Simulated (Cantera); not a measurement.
Charge: 1 mol C, 0.17 mol O2, 23 mol N2, at 39.0 bar.

These are equilibrium values from Cantera (NASA tables, ideal gas, pure condensed phases), not measurements of a reactor. Candidate condensed phases: C; 45 gas species. Ions and electrons are included (thermal ionisation). The ideal-gas law is rough above about 30 bar. Rates play no part.

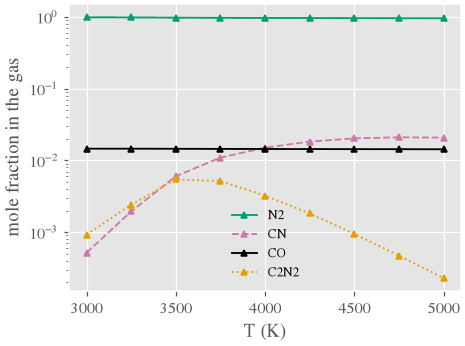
*Equilibrium gas composition (values under 1e-9 drawn at 1e-9)*

Read off the mole fractions at 3500 K.

N2 about 0.97, CO about 0.015, CN about 0.0060, C2N2 about 0.0054.
